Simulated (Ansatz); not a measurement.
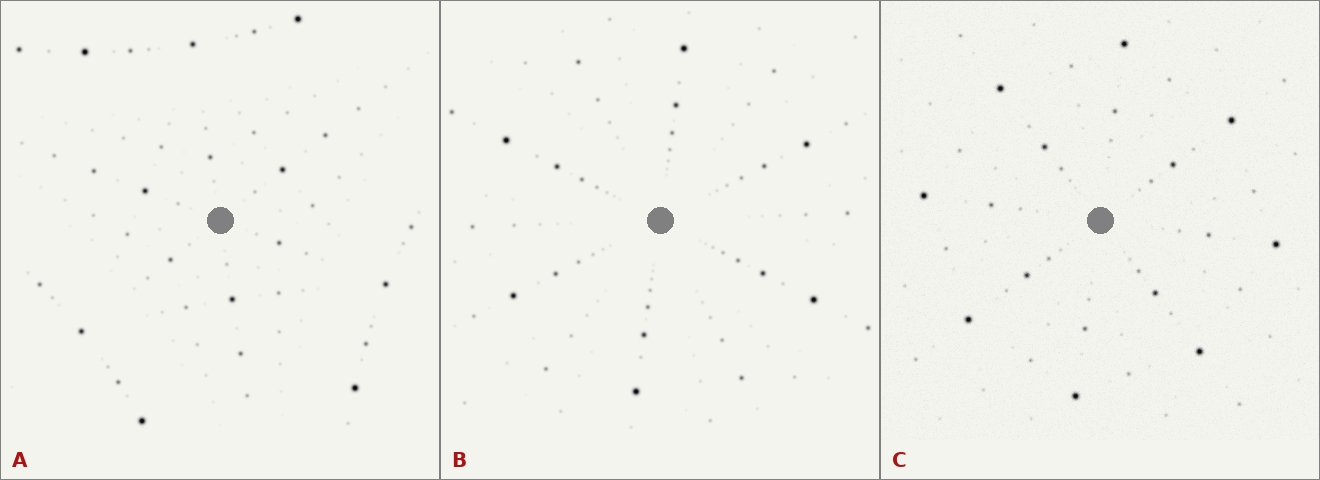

Simulated back-reflection Laue patterns (white X-rays, 0.45 to 2.2 Å, flat plate covering ±45° about the beam, kinematic intensities, seen from the source). Crystal: Mo, space group Im-3m (No. 229), a = 3.15 Å. Structure: the input geometry of an electronic-structure calculation (not necessarily at equilibrium).

```
atom  site  symmetry       x       y       z
  Mo    2a      m-3m  0.0000  0.0000  0.0000
```

Question: The directions [001], [110], [111] point towards the source, in some order. Which is which?

Answer: A: [111], symmetry 3m (a threefold axis with three mirror lines). B: [110], symmetry 2mm (a twofold axis with two mirror lines). C: [001], symmetry 4mm (a fourfold axis with mirror lines). The Laue class is m-3m.
